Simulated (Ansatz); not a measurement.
Stretching the C1–Br2 bond in CH3Br (SMILES CBr) (multiplicity 1 held, fragments rigid). Energies count from the point at 1.957 Å.
Geometry at that point (charge 0, multiplicity 1):
```xyz
5

C     -1.53382    -0.04092    -0.02869
Br     0.42257     0.01127     0.00790
H     -1.83025    -0.68040    -0.85265
H     -1.88711     0.97407    -0.17260
H     -1.86976    -0.44272     0.92074
```

Restricted levels (R-, RO-) in cc, def2 and unpolarised 6-31G sets keep to the state of the molecule at rest. Unrestricted levels (U-) break spin symmetry where that is lower. Active spaces are followed from a long bond inwards. Curves can end on different states.

Cores are frozen in the correlated methods. Filled d and f shells under p-block atoms count as core.

Codes used: Ansatz (a first-principles code). Values without a source in brackets are computed.

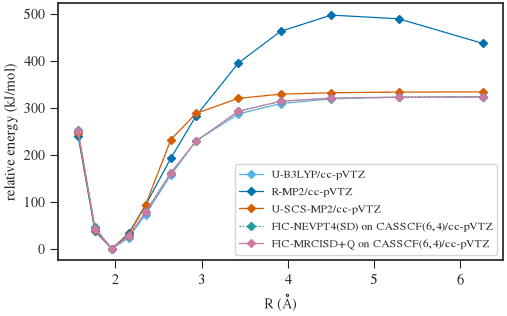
Relative energy along the coordinate

Task: Read off the R-MP2/cc-pVTZ curve at R = 2.643.

Result: about 190 kJ/mol

Doubts at one or more of the structures used: a spin-contaminated determinant (U-B3LYP/cc-pVTZ, U-SCS-MP2/cc-pVTZ); a restricted determinant that unrestricted orbitals would lower (R-MP2/cc-pVTZ); active orbitals that take no part (FIC-NEVPT4(SD) on CASSCF(6,4)/cc-pVTZ, FIC-MRCISD+Q on CASSCF(6,4)/cc-pVTZ).
